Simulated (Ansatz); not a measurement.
Cost and result by functional for the surface energy of the (30-32) surface of hcp Cd in its 1x1 cell, outermost plane spacing 0.84 Å in the ideal cut, in Ansatz (plane waves, PAW). Single points on the PBE structure, on one kind of machine; costs are rough ratios of the slab run's core time (references not counted) to the cheapest single point. r2SCAN's cost holds its higher cutoff (500 against 420 eV). Differences are taken against r2SCAN for comparison alone: no measured value is at hand, so the table doesn't rank accuracy.

Slab: 26 atoms, 10.1 Å thick at the start (thin: gaps and levels are the slab's own); k 12x3x1, smearing 0.1 eV, dipole-corrected; all atoms relaxed; start symmetry kept, larger cells not searched; no spin, no spin-orbit, no U. These notes are the PBE run's.

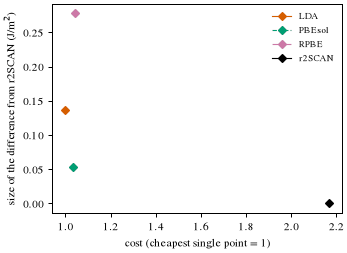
Difference from r2SCAN against cost

```
functional                     relative cost  surface energy (J/m²)  less r2SCAN (J/m²)
-----------------------------  -------------  ---------------------  ------------------
LDA                                        1                   0.61                0.14
PBEsol                                     1                   0.53                0.05
RPBE                                       1                   0.20               -0.28
r2SCAN                                     2                   0.47                0.00
PBE (the relaxed run's value)              –                   0.34               -0.14
```

The values span 0.42 J/m², while the single points' costs differ by a factor of roughly 2. Differences are of unrounded values.

Ansatz is a quantum-chemistry and plane-wave program.
